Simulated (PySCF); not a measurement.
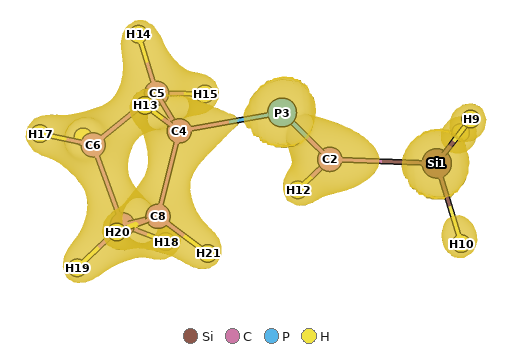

The picture shows: C₆H₁₃PSi (SMILES [SiH3]/C=P/C1CCCC1). Isosurface of the total electron density at 1 e/Å³ (yellow), seen at a tilt.

Geometry: GFN2-xTB.

These are results of PBE0/pcSseg-1, SCF density, gas phase, non-relativistic in PySCF, not measurements.

```xyz
21

Si    3.7611   -0.3743   -0.0809
C     1.9068   -0.2646    0.1715
P     1.1466   -0.5430    1.6378
C    -0.6687   -0.2728    1.2098
C    -0.9796    1.1828    0.8268
C    -2.1683    1.0646   -0.1211
C    -1.8070   -0.1554   -0.9640
C    -1.1889   -1.1365    0.0390
H     4.4156   -0.7097    1.1816
H     4.0421   -1.4017   -1.0920
H     4.2474    0.9162   -0.5854
H     1.3079   -0.0101   -0.6959
H    -1.2284   -0.5244    2.1178
H    -1.1904    1.7977    1.7013
H    -0.1335    1.6263    0.2961
H    -2.3154    1.9618   -0.7215
H    -3.0806    0.8714    0.4457
H    -1.0711    0.1294   -1.7184
H    -2.6686   -0.5812   -1.4765
H    -1.9435   -1.8348    0.4024
H    -0.3924   -1.7248   -0.4199
```

Which contacts does the surface bridge?

At this value the surface falls into six separate pieces. It bridges the sampled C–C (1.52 Å), C–P (1.67 Å) and C–H (1.08 Å) contacts, where the density stays above the isovalue. It is pinched off along the sampled C–Si (1.87 Å) contacts. On the grid the lowest density along these lines, outside the cores, is 1.6 e/Å³ (C–C, 1.52 Å), 1.2 e/Å³ (C–P, 1.67 Å), 0.77 e/Å³ (C–Si, 1.87 Å) and 1.9 e/Å³ (C–H, 1.08 Å).
